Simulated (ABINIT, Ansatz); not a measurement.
# TiNF (Pmmn): G0W0 on several meshes in ABINIT

Wanted: mesh dependence and cost of G0W0 for TiNF (Pmmn).

Method: LDA and many-body steps on it, plane waves, in ABINIT 10.8.3.

## Step 1: Set-up

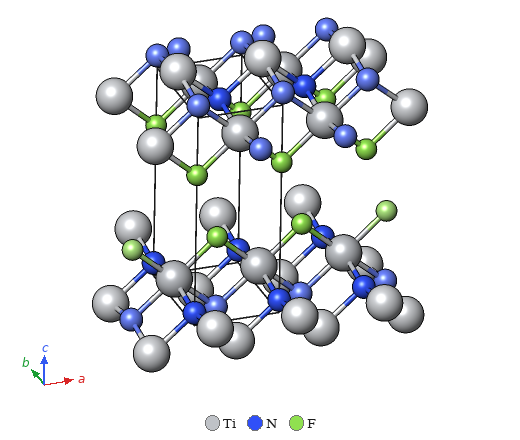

Start, viewed slightly off an axis; titanium light grey, nitrogen blue, fluorine green. 2×1×1 cells are drawn. Some periodic images of atoms are drawn too.

The cell and positions are those that the Materials Project relaxed with its own functionals (PBE, PBE+U or r2SCAN), kept fixed.

## Step 2: Empty states on the mesh, 4×2×1 mesh, 195 bands

This step: ABINIT 10.8.3; DFT, LDA, plane waves, norm-conserving pseudopotentials.

The sums over transitions need many empty states on a uniform mesh; this step solves for them.

The input, run.abi:

```
acell 3*1.0 Angstrom
rprim 
  3.062004000000 0.000000000000 0.000000000000
  0.000000000000 3.964387000000 0.000000000000
  0.000000000000 0.000000000000 7.870826000000
ntypat 3
znucl 22 7 9
natom 6
typat 1 1 2 2 3 3
xred 
  0.500000000000 0.000000000000 0.895914000000
  0.000000000000 0.500000000000 0.104086000000
  0.500000000000 0.500000000000 0.939316000000
  0.000000000000 0.000000000000 0.060684000000
  0.000000000000 0.000000000000 0.724624000000
  0.500000000000 0.500000000000 0.275376000000
pp_dirpath "pseudos"
pseudos "Ti.upf, N.upf, F.upf"
ecut 38
ngkpt 4 2 1
nshiftk 1
shiftk 0 0 0
kptopt 1
chksymbreak 0
iscf -2
irdden 1
istwfk *1
nband 195
nbdbuf 16
tolwfr 1e-09
nstep 60
prtvol 0
indata_prefix "in"
outdata_prefix "out"
tmpdata_prefix "tmp"
```

On the command line:

```sh
OMP_NUM_THREADS=1 mpirun -n 4 abinit run.abi > log
```

Numbers of over 12 decimals in the logs are rounded to 6 here.

Log:

```text
.Version 10.8.3 of ABINIT. v10.8.2 released Aug 2026.

 Symmetries : space group Pm m n (# 59); Bravais oP (primitive ortho.)
[... echo of the input left out ...]
== DATASET  1 ==================================================================
-   mpi_nproc: 4, omp_nthreads: 1 (-1 if OMP is not activated)

--- !DatasetInfo
iteration_state: {dtset: 1, }
dimensions: {natom: 6, nkpt: 6, mband: 195, nsppol: 1, nspinor: 1, nspden: 1, mpw: 7264, }
cutoff_energies: {ecut:  38.0, pawecutdg:  -1.0, }
[...]
2.80370    2.81798    2.82777    2.82933    2.83590    2.85878    2.88026    2.88722
   2.89102    2.90353    2.91908    2.92041    2.92081    2.92178    2.94130    2.96033
   2.96866    2.97509    2.97854
 prteigrs : prtvol=0 or 1, do not print more k-points.

== END DATASET(S) ==============================================================
================================================================================

 -outvars: echo values of variables after computation  --------
            nband         195
             nkpt           6
          spgroup          59
 [... the other variables as echoed above ...]

 Calculation completed.
```

The job ended after 2.3 min (4 MPI ranks of Arm Neoverse V1, shared host; peak memory 0.47 GiB; 9 min of CPU time).

Numbers from this step:

* gap: 0.6504 eV
* k of the valence top: 0, 0, 0
* k of the conduction bottom: 0, 0, 0
* least direct gap: 0.6504 eV
* k points computed: 6
* lowest point of the top converged band, above the valence top: 73.1271 eV

On this mesh the gap is 0.650 eV.

The density comes from a self-consistent run that is not shown.

## Step 3: Screening, 4×2×1 mesh, 87 bands, screening to 114.3 eV

The RPA dielectric matrix is built and inverted for each q.

This step: RPA screening on LDA, plane waves, norm-conserving pseudopotentials.

run.abi, as its differences from that of step 2:

```diff
@@ -24,10 +24,11 @@
 chksymbreak 0
-iscf -2
-irdden 1
 istwfk *1
-nband 195
-nbdbuf 16
-tolwfr 1e-09
-nstep 60
-prtvol 0
+occopt 1
+irdwfk 1
+optdriver 3
+nband 87
+ecuteps 4.2
+inclvkb 2
+awtr 1
+symchi 1
 indata_prefix "in"
```

Log:

```text
.Version 10.8.3 of ABINIT. v10.8.2 released Aug 2026.

 Symmetries : space group Pm m n (# 59); Bravais oP (primitive ortho.)
[... echo of the input left out ...]
== DATASET  1 ==================================================================
-   mpi_nproc: 4, omp_nthreads: 1 (-1 if OMP is not activated)

--- !DatasetInfo
iteration_state: {dtset: 1, }
dimensions: {natom: 6, nkpt: 6, mband: 87, nsppol: 1, nspinor: 1, nspden: 1, mpw: 7264, }
cutoff_energies: {ecut:  38.0, pawecutdg:  -1.0, }
electrons: {nelect:   4.80000000E+01, charge:   0.00000000E+00, occopt:   1.00000000E+00, tsmear:   1.00000000E-02, }

 SCREENING: Calculation of the susceptibility and dielectric matrices

 Based on a program developped by R.W. Godby, V. Olevano, G. Onida, and L. Reining.
 Incorporated in ABINIT by V. Olevano, G.-M. Rignanese, and M. Torrent.
.Using double precision arithmetic ; gwpc =  8

[... cell and pseudopotentials left out ...]
--------------------------------------------------------------------------------

 ==== K-mesh for the wavefunctions ====
 Number of points in the irreducible wedge :     6
[... list of points left out ...]
 Together with  8 symmetry operations and time-reversal symmetry
 yields     8 points in the full Brillouin Zone.

 ==== Q-mesh for the screening function ====
 Number of points in the irreducible wedge :     6
[... list of points left out ...]
 Together with  8 symmetry operations and time-reversal symmetry
 yields     8 points in the full Brillouin Zone.

 setmesh: FFT mesh size selected  =    24x   30x   60
          total number of points  =        43200

 vcoul_init : cutoff-mode = AUXILIARY_FUNCTION
 q-points for optical limit:   1
     1)      0.000010    0.000020    0.000030

- screening: taking advantage of time-reversal symmetry
- Maximum band index for partially occupied states nbvw = 24
- Remaining bands to be divided among processors   nbcw = 63
- Number of bands treated by each node ~15

 Number of electrons calculated from density =   48.0000; Expected =   48.0000
 average of density, n =  0.074446
 r_s =    1.4747
 omega_plasma =   26.3195 [eV]

 calculating chi0 at frequencies [eV] :
  1    0.000000E+00    0.000000E+00
  2    0.000000E+00    2.631945E+01

--------------------------------------------------------------------------------
  q-point number  1        q = ( 0.000000, 0.000000, 0.000000) [r.l.u.]
--------------------------------------------------------------------------------
[... chi0 elements left out ...]
 For q-point:  0.000010 0.000020 0.000030
  dielectric constant =  12.1437
  dielectric constant without local fields =  13.2428

  Average fulfillment of the sum rule on Im[epsilon] for q-point    1 :     46.08  [%]
[... wings left out ...]
  q-point number  2        q = ( 0.250000, 0.000000, 0.000000) [r.l.u.]
--------------------------------------------------------------------------------
[... chi0 elements left out ...]
  Average fulfillment of the sum rule on Im[epsilon] for q-point    2 :     52.13  [%]

 [... 4 further q-points ...]
```

Run time: 30 s. Hardware: 4 MPI ranks; peak memory 1.2 GiB; 2 min of CPU time.

Numbers from this step:

| Property | Result |
| --- | --- |
| ε∞ with local fields, on this mesh, along the program's q direction | 12.14 |
| the same without local fields | 13.24 |
| plasma frequency | 26.32 eV |
| plane waves in the screening matrix | 283 |

Local fields lower ε∞ by 8 %. On a Γ-centred mesh this coarse the value itself is usually too large, while a short band sum pulls it down.

## Step 4: 4×2×1

The self-energy is evaluated for the states that the input lists, and the levels follow from it, in one-shot runs by the linearised quasiparticle equation.

This step: G0W0 on LDA, plane waves, norm-conserving pseudopotentials.

run.abi, as its differences from that of step 3:

```diff
@@ -27,8 +27,15 @@
 irdwfk 1
-optdriver 3
+optdriver 4
 nband 87
+gwcalctyp 0
+ecutsigx 38
+symsigma 1
+nkptgw 1
+kptgw 
+  0.0000000000 0.0000000000 0.0000000000
+bdgw 
+  23 26
 ecuteps 4.2
-inclvkb 2
-awtr 1
-symchi 1
+irdscr 1
+ppmodel 1
 indata_prefix "in"
```

Log:

```text
.Version 10.8.3 of ABINIT. v10.8.2 released Aug 2026.

 Symmetries : space group Pm m n (# 59); Bravais oP (primitive ortho.)
[... echo of the input left out ...]
== DATASET  1 ==================================================================
-   mpi_nproc: 4, omp_nthreads: 1 (-1 if OMP is not activated)

--- !DatasetInfo
iteration_state: {dtset: 1, }
dimensions: {natom: 6, nkpt: 6, mband: 87, nsppol: 1, nspinor: 1, nspden: 1, mpw: 7264, }
cutoff_energies: {ecut:  38.0, pawecutdg:  -1.0, }
electrons: {nelect:   4.80000000E+01, charge:   0.00000000E+00, occopt:   1.00000000E+00, tsmear:   1.00000000E-02, }

 SIGMA: Calculation of the GW corrections

 Based on a program developped by R.W. Godby, V. Olevano, G. Onida, and L. Reining.
 Incorporated in ABINIT by V. Olevano, G.-M. Rignanese, and M. Torrent.
.Using double precision arithmetic ; gwpc =  8

[... cell and pseudopotentials left out ...]
--------------------------------------------------------------------------------

 ==== K-mesh for the wavefunctions ====
 Number of points in the irreducible wedge :     6
[... list of points left out ...]
 Together with  8 symmetry operations and time-reversal symmetry
 yields     8 points in the full Brillouin Zone.

 ==== Q-mesh for screening function ====
 Number of points in the irreducible wedge :     6
[... list of points left out ...]
 Together with  8 symmetry operations and time-reversal symmetry
 yields     8 points in the full Brillouin Zone.

 vcoul_init : cutoff-mode = AUXILIARY_FUNCTION
 q-points for optical limit:   1
     1)      0.000010    0.000020    0.000030
 setmesh: FFT mesh size selected  =    40x   48x   90
          total number of points  =       172800

 Number of electrons calculated from density =   48.0000; Expected =   48.0000
 average of density, n =  0.074446
 r_s =    1.4747
 omega_plasma =   26.3195 [eV]

 === KS Band Gaps ===
  >>>> For spin  1
   Minimum direct gap =   0.6503 [eV], located at k-point      :   0.0000  0.0000  0.0000
   Fundamental gap    =   0.6503 [eV], Top of valence bands at :   0.0000  0.0000  0.0000
                                       Bottom of conduction at :   0.0000  0.0000  0.0000
 SIGMA fundamental parameters:
 PLASMON POLE MODEL  1
 number of plane-waves for SigmaX                 7201
 number of plane-waves for SigmaC and W            283
 number of plane-waves for wavefunctions          7201
 number of bands                                    87
 number of independent spin polarizations            1
 number of spinorial components                      1
 number of k-points in IBZ                           6
 number of q-points in IBZ                           6
 number of symmetry operations                       8
 number of k-points in BZ                            8
 number of q-points in BZ                            8
 number of frequencies for dSigma/dE                 9
 frequency step for dSigma/dE [eV]                0.25
 number of omega for Sigma on real axis              0
 max omega for Sigma on real axis  [eV]           0.00
 zcut for avoiding poles [eV]                     0.10

 EPSILON^-1 parameters (SCR file):
 dimension of the eps^-1 matrix on file            283
 dimension of the eps^-1 matrix used               283
 number of plane-waves for wavefunctions          7201
 number of bands                                    87
 number of q-points in IBZ                           6
 number of frequencies                               2
 number of real frequencies                          1
 number of imag frequencies                          1

 matrix elements of self-energy operator (all in [eV])

 Perturbative Calculation

--- !SelfEnergy_ee
iteration_state: {dtset: 1, }
kpoint     : [   0.000,    0.000,    0.000, ]
spin       : 1
KS_gap     :    0.650
QP_gap     :    1.690
Delta_QP_KS:    1.040
data: !SigmaeeData |
     Band     E0 <VxcDFT>   SigX SigC(E0)      Z dSigC/dE  Sig(E)    E-E0       E
       23   0.845 -18.918 -21.915   3.737   0.745  -0.341 -18.366   0.552   1.396
       24   2.090 -18.198 -20.429   3.139   0.746  -0.341 -17.520   0.677   2.768
       25   2.741 -19.714 -12.313  -5.100   0.746  -0.340 -17.997   1.717   4.458
       26   3.491 -20.364 -12.138  -5.810   0.738  -0.354 -18.580   1.784   5.275

== END DATASET(S) ==============================================================
================================================================================

 -outvars: echo values of variables after computation  --------
           etotal      0.0000000000E+00
            nband          87
             nkpt           6
          spgroup          59
 [... the other variables as echoed above ...]

 Calculation completed.
```

Elapsed: 6.8 s, on 4 MPI ranks; peak memory 0.8 GiB; 26 s of CPU time.

This step gave:

```
G0W0 gap on the points computed              : 1.690 eV
starting gap on the mesh                     : 0.6504 eV
k of the valence top                         : 0, 0, 0
k of the conduction bottom                   : 0, 0, 0
Z at the valence top                         : 0.746
Z at the conduction bottom                   : 0.746
least direct G0W0 gap on the computed points : 1.690 eV
```

The gap on the mesh goes from 0.65 eV to 1.69 eV, a correction of +1.04 eV.

## Step 5: Empty states on the mesh, 2×2×1 mesh, 95 bands

This step: DFT, LDA, plane waves, norm-conserving pseudopotentials.

run.abi, as its differences from that of step 4:

```diff
@@ -19,3 +19,3 @@
 ecut 38
-ngkpt 4 2 1
+ngkpt 2 2 1
 nshiftk 1
@@ -24,18 +24,10 @@
 chksymbreak 0
+iscf -2
+irdden 1
 istwfk *1
-occopt 1
-irdwfk 1
-optdriver 4
-nband 87
-gwcalctyp 0
-ecutsigx 38
-symsigma 1
-nkptgw 1
-kptgw 
-  0.0000000000 0.0000000000 0.0000000000
-bdgw 
-  23 26
-ecuteps 4.2
-irdscr 1
-ppmodel 1
+nband 95
+nbdbuf 8
+tolwfr 1e-09
+nstep 60
+prtvol 0
 indata_prefix "in"
```

Log:

```text
.Version 10.8.3 of ABINIT. v10.8.2 released Aug 2026.

 Symmetries : space group Pm m n (# 59); Bravais oP (primitive ortho.)
[... echo of the input left out ...]
== DATASET  1 ==================================================================
-   mpi_nproc: 4, omp_nthreads: 1 (-1 if OMP is not activated)

--- !DatasetInfo
iteration_state: {dtset: 1, }
dimensions: {natom: 6, nkpt: 4, mband: 95, nsppol: 1, nspinor: 1, nspden: 1, mpw: 7264, }
cutoff_energies: {ecut:  38.0, pawecutdg:  -1.0, }
[...]
1.26111    1.27650    1.30124    1.30799    1.30975    1.31973    1.32887    1.34797
   1.37012    1.37310    1.38742    1.38906    1.40058    1.47756    1.48326    1.51377
   1.52754    1.55478    1.55552    1.58234    1.59620    1.61795    1.62273
 prteigrs : prtvol=0 or 1, do not print more k-points.

== END DATASET(S) ==============================================================
================================================================================

 -outvars: echo values of variables after computation  --------
            nband          95
             nkpt           4
          spgroup          59
 [... the other variables as echoed above ...]

 Calculation completed.
```

Run time: 28 s. Hardware: 4 MPI ranks; peak memory 0.36 GiB; 1.9 min of CPU time.

This step gave:

```
gap                                                           : 0.6504 eV
k of the valence top                                          : 0, 0, 0
k of the conduction bottom                                    : 0, 0, 0
least direct gap                                              : 0.6504 eV
k points computed                                             : 4
lowest point of the top converged band, above the valence top : 37.71 eV
```

On this mesh the gap is 0.650 eV.

## Step 6: Screening, 2×2×1 mesh, 87 bands, screening to 114.3 eV

This step: RPA screening on LDA, plane waves, norm-conserving pseudopotentials.

run.abi, as its differences from that of step 5:

```diff
@@ -24,10 +24,11 @@
 chksymbreak 0
-iscf -2
-irdden 1
 istwfk *1
-nband 95
-nbdbuf 8
-tolwfr 1e-09
-nstep 60
-prtvol 0
+occopt 1
+irdwfk 1
+optdriver 3
+nband 87
+ecuteps 4.2
+inclvkb 2
+awtr 1
+symchi 1
 indata_prefix "in"
```

Log:

```text
.Version 10.8.3 of ABINIT. v10.8.2 released Aug 2026.

 Symmetries : space group Pm m n (# 59); Bravais oP (primitive ortho.)
[... echo of the input left out ...]
== DATASET  1 ==================================================================
-   mpi_nproc: 4, omp_nthreads: 1 (-1 if OMP is not activated)

--- !DatasetInfo
iteration_state: {dtset: 1, }
dimensions: {natom: 6, nkpt: 4, mband: 87, nsppol: 1, nspinor: 1, nspden: 1, mpw: 7264, }
cutoff_energies: {ecut:  38.0, pawecutdg:  -1.0, }
electrons: {nelect:   4.80000000E+01, charge:   0.00000000E+00, occopt:   1.00000000E+00, tsmear:   1.00000000E-02, }

 SCREENING: Calculation of the susceptibility and dielectric matrices

 Based on a program developped by R.W. Godby, V. Olevano, G. Onida, and L. Reining.
 Incorporated in ABINIT by V. Olevano, G.-M. Rignanese, and M. Torrent.
.Using double precision arithmetic ; gwpc =  8

[... cell and pseudopotentials left out ...]
--------------------------------------------------------------------------------

 ==== K-mesh for the wavefunctions ====
 Number of points in the irreducible wedge :     4
[... list of points left out ...]
 Together with  8 symmetry operations and time-reversal symmetry
 yields     4 points in the full Brillouin Zone.

 ==== Q-mesh for the screening function ====
 Number of points in the irreducible wedge :     4
[... list of points left out ...]
 Together with  8 symmetry operations and time-reversal symmetry
 yields     4 points in the full Brillouin Zone.

 setmesh: FFT mesh size selected  =    24x   30x   60
          total number of points  =        43200

 vcoul_init : cutoff-mode = AUXILIARY_FUNCTION
 q-points for optical limit:   1
     1)      0.000010    0.000020    0.000030

- screening: taking advantage of time-reversal symmetry
- Maximum band index for partially occupied states nbvw = 24
- Remaining bands to be divided among processors   nbcw = 63
- Number of bands treated by each node ~15

 Number of electrons calculated from density =   48.0000; Expected =   48.0000
 average of density, n =  0.074446
 r_s =    1.4747
 omega_plasma =   26.3195 [eV]

 calculating chi0 at frequencies [eV] :
  1    0.000000E+00    0.000000E+00
  2    0.000000E+00    2.631945E+01

--------------------------------------------------------------------------------
  q-point number  1        q = ( 0.000000, 0.000000, 0.000000) [r.l.u.]
--------------------------------------------------------------------------------
[... chi0 elements left out ...]
 For q-point:  0.000010 0.000020 0.000030
  dielectric constant =  19.8165
  dielectric constant without local fields =  21.7332

  Average fulfillment of the sum rule on Im[epsilon] for q-point    1 :     46.14  [%]
[... wings left out ...]
  q-point number  2        q = ( 0.500000, 0.000000, 0.000000) [r.l.u.]
--------------------------------------------------------------------------------
[... chi0 elements left out ...]
  Average fulfillment of the sum rule on Im[epsilon] for q-point    2 :     45.81  [%]

 [... 2 further q-points ...]
```

Run time: 16 s. Hardware: 4 MPI ranks; peak memory 0.9 GiB; 65 s of CPU time.

Numbers from this step:

* ε∞ with local fields, on this mesh, along the program's q direction: 19.82
* the same without local fields: 21.73
* plasma frequency: 26.32 eV
* plane waves in the screening matrix: 283

(Continued in part 2 of 2.)

[Paths, hosts, dates, memory and timing lines, banners, echoed tables and standing remarks are left out of the program output.]

[Logs are printed without paths, hosts, clocks, repeated set-up lines and the standing remarks that a program may print on its own settings, such as how far it seeks lower states.]

[Runs of the session that timed out or met a known fault of the program may be left out.]

[Hosts, paths, dates, database ids (printed as entryN), source tags and the programs' standing remarks are cut or masked in the printed files.]

[G0W0 gaps are taken among the corrected bands and points alone; a level outside them can change the order at an edge.]

[Where Ansatz stands beside ABINIT at settings called matched, ABINIT's density can come from a denser mesh and the files from another edition; pairs whose starting gaps differed by over 0.03 eV were left out, so agreement reads better than it is.]
